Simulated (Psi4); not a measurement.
**U-revPBE/def2-SVPD run of CH4NSi (SMILES [H]/N=C/[SiH2])**

Aim: the vertical ionisation energy of CH4NSi at U-revPBE/def2-SVPD, from 2 runs. 

Program for the calculation: Psi4 1.11.

1 further run of the same task is left out (set aside as unsound or not needed).

## 1. Starting point

The species is CH4NSi (7 atoms), meant as a doublet with charge 0. As SMILES, `[H]/N=C/[SiH2]`. The shape is that of a GFN2-xTB optimisation.

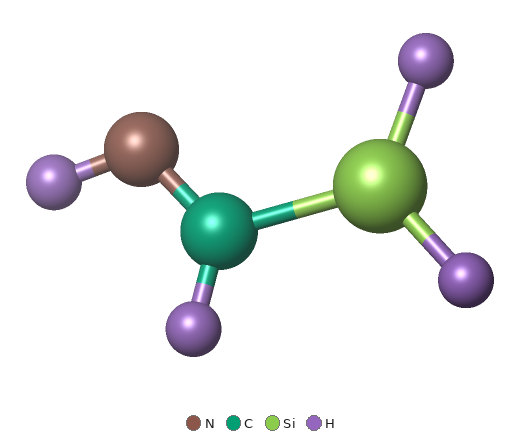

Viewed from a chosen angle; nitrogen brown, carbon teal, silicon green, hydrogen purple.

## 2. Energy and forces at U-revPBE/def2-SVPD

File job.dat:

```
memory 1600 mb

molecule m {
  0 2
  N     -2.92692121    -0.24972731    -0.30127904
  C     -0.59344959    -0.22136252    -0.97908600
  Si     1.86370460     0.38070423     1.37505921
  H     -4.17020982    -0.59566057    -1.72894823
  H      0.02039014    -0.54713240    -2.94139651
  H      1.32082407     0.83102596     4.01345704
  H      4.48568070     0.40213372     0.56219352
  units au
  symmetry c1
  no_reorient
  no_com
}

set basis def2-SVPD
set reference uks
set puream true
set e_convergence 1e-09
set d_convergence 1e-08
set scf_type pk
set dft_radial_points 99
set dft_spherical_points 590
set maxiter 200

result, w = gradient('revpbe', return_wfn=True)
oeprop(w, 'QUADRUPOLE', 'LOWDIN_CHARGES', 'MAYER_INDICES', title='REVPBE')
```

The run is started by

```sh
psi4 -n 1 job.dat job.out
```

job.out, shortened:

```text
[...]
  Running in c1 symmetry.
[...]
  Nuclear repulsion =   91.149019506951177
[...]
  Multiplicity = 2
[...]
  Nalpha       = 16
  Nbeta        = 15
[...]
    Number of basis functions: 96
[...]
   @UKS iter   1:  -383.99380773131179    2.37726e-02   8.92985e-03 DIIS/ADIIS
[...]
   @UKS iter  15:  -384.43189760088853   -1.42109e-12   7.05817e-09 DIIS
[...]
   @S^2 Observed:                7.594043768E-01
[...]
    Orbital Energies [Eh]
    ---------------------
    Alpha Occupied:
       1A    -65.427856     2A    -14.005277     3A     -9.952703
       4A     -5.073438     5A     -3.486326     6A     -3.480732
       7A     -3.480159     8A     -0.816498     9A     -0.568449
      10A     -0.467282    11A     -0.455197    12A     -0.341317
      13A     -0.332092    14A     -0.314039    15A     -0.219209
      16A     -0.172386
    Alpha Virtual:
      17A     -0.053134    18A     -0.017389    19A      0.001308
      20A      0.018083    21A      0.020058    22A      0.053297
      23A      0.073530    24A      0.075184    25A      0.120349
[...]
  @UKS Final Energy:  -384.43189760088853
   => Energetics <=
    Nuclear Repulsion Energy =             91.1490195069511770
    One-Electron Energy =                -709.4494946967827218
    Two-Electron Energy =                 268.4302564876724659
    DFT Exchange-Correlation Energy =     -34.5616788987294470
    Empirical Dispersion Energy =           0.0000000000000000
    VV10 Nonlocal Energy =                  0.0000000000000000
    Total Energy =                       -384.4318976008885329
[...]
  -Total Gradient:
     Atom            X                  Y                   Z
    ------   -----------------  -----------------  -----------------
       1        0.014685124546    -0.002256372206    -0.016937596364
       2       -0.004477789469     0.000247928707     0.002482325552
       3       -0.000661612709     0.001064662402     0.006312270044
       4        0.004452509944     0.002294701746     0.010458633023
       5       -0.003885365005     0.001508525876     0.009781459301
       6        0.005128530706    -0.002717868203    -0.016621124080
       7       -0.015239706693    -0.000141175323     0.004525588505
[...]
 Multipole Moments:
 ------------------------------------------------------------------------------------
     Multipole            Electronic (a.u.)      Nuclear  (a.u.)        Total (a.u.)
 ------------------------------------------------------------------------------------
 L = 1.  Multiply by 2.5417464519 to convert [e a0] to [Debye]
 Dipole X            :         -3.3054543            3.6994035            0.3939491
 Dipole Y            :         -2.4032305            2.3439596           -0.0592708
 Dipole Z            :        -11.6313277           11.1726655           -0.4586622
 Magnitude           :                                                    0.6075195
 L = 2.  Multiply by 1.3450342976 to convert [e a0^2] to [Debye ang]
 Quadrupole XX       :       -170.2944764          149.9656699          -20.3288066
 Quadrupole XY       :        -20.7655910           21.2123693            0.4467783
[...]
```

Run time: 38 s. Hardware: 1 thread of Intel Xeon Platinum 8488C (Sapphire Rapids), shared host; peak memory 0.9 GiB.

## 3. The singlet cation

File calc.inp:

```
memory 1600 MB

molecule molecule1 {
  1 1
  N     -1.548860    -0.132150    -0.159430
  C     -0.314040    -0.117140    -0.518110
  Si     0.986230     0.201460     0.727650
  H     -2.206780    -0.315210    -0.914920
  H      0.010790    -0.289530    -1.556520
  H      0.698950     0.439760     2.123830
  H      2.373720     0.212800     0.297500
  symmetry c1
  no_reorient
  no_com
}

set puream true
set e_convergence 1e-09
set d_convergence 1e-08
set scf_type pk
set dft_radial_points 99
set dft_spherical_points 590

result, w = gradient('revpbe/def2-SVPD', return_wfn=True)
oeprop(w, 'LOWDIN_CHARGES', 'MULLIKEN_CHARGES', 'DIPOLE', title='REVPBE')
print_variables()
```

The run is started by

```sh
psi4 -i calc.inp -o calc.out -n 1
```

calc.out, shortened:

```text
[...]
  Running in c1 symmetry.
[...]
  Nuclear repulsion =   91.149019540174649
[...]
  Multiplicity = 1
[...]
  Nalpha       = 15
  Nbeta        = 15
[...]
    Number of basis functions: 96
[...]
   @RKS iter   1:  -383.95765012927433    5.99301e-02   6.17125e-03 DIIS/ADIIS
[...]
   @RKS iter  12:  -384.14874023685456   -6.65068e-12   7.62992e-09 DIIS
[...]
  @RKS Final Energy:  -384.14874023685456
   => Energetics <=
    Nuclear Repulsion Energy =             91.1490195401746490
    One-Electron Energy =                -701.6151319934076582
    Two-Electron Energy =                 260.6046165344364454
    DFT Exchange-Correlation Energy =     -34.2872443180579936
    Empirical Dispersion Energy =           0.0000000000000000
    VV10 Nonlocal Energy =                  0.0000000000000000
    Total Energy =                       -384.1487402368545645
[...]
  -Total Gradient:
     Atom            X                  Y                   Z
    ------   -----------------  -----------------  -----------------
       1       -0.006530816506    -0.004900216094    -0.023288195193
       2        0.011048858327     0.003926930139     0.017008867232
       3        0.000319388287    -0.000200140389    -0.002010024253
       4        0.008351427800     0.002847962640     0.011850762317
       5       -0.004500893624     0.001182645571     0.008243841020
       6        0.005757613298    -0.002780211918    -0.016826421167
       7       -0.014443487881    -0.000076457100     0.005023150303
[...]
 Multipole Moments:
 ------------------------------------------------------------------------------------
     Multipole            Electronic (a.u.)      Nuclear  (a.u.)        Total (a.u.)
 ------------------------------------------------------------------------------------
 L = 1.  Multiply by 2.5417464519 to convert [e a0] to [Debye]
 Dipole X            :         -2.5513828            3.6994035            1.1480207
 Dipole Y            :         -2.2171413            2.3439596            0.1268183
 Dipole Z            :        -10.9117775           11.1726656            0.2608881
 Magnitude           :                                                    1.1841017
[...]
```

Wall time 25 s (1 thread of Intel Xeon Platinum 8488C (Sapphire Rapids), shared host); peak memory 0.88 GiB.

## 4. Results

Level: U-revPBE/def2-SVPD.

| quantity | value |
| --- | --- |
| doublet CH4NSi: total energy | -384.43190 Eh |
| doublet CH4NSi: dipole moment | 1.54 D |
| doublet CH4NSi: HOMO energy (highest over α and β) | -4.69 eV |
| doublet CH4NSi: LUMO energy (lowest over α and β) | -3.29 eV |
| doublet CH4NSi: ⟨S²⟩ | 0.759 |
| doublet CH4NSi: largest force on an atom | 1.159 eV/Å |
| singlet cation: total energy | -384.14874 Eh |
| singlet cation: HOMO energy | -11.96 eV |
| singlet cation: LUMO energy | -10.61 eV |
| singlet cation: HOMO–LUMO gap | 1.34 eV |
| singlet cation: largest force on an atom | 1.269 eV/Å |
| vertical ionisation energy (to the singlet cation) | 7.705 eV |

**Reading.** Removing an electron at fixed nuclei costs 7.71 eV (178 kcal/mol). The largest force (doublet CH4NSi) is 1.16 eV/Å: the shape isn't a stationary point for this species at this level. Only the singlet of the ionised species was computed; a triplet could lie lower. Mulliken charges (singlet cation) run from -0.12 on H5 to +0.56 on Si3; in a basis this large or diffuse they mean little.
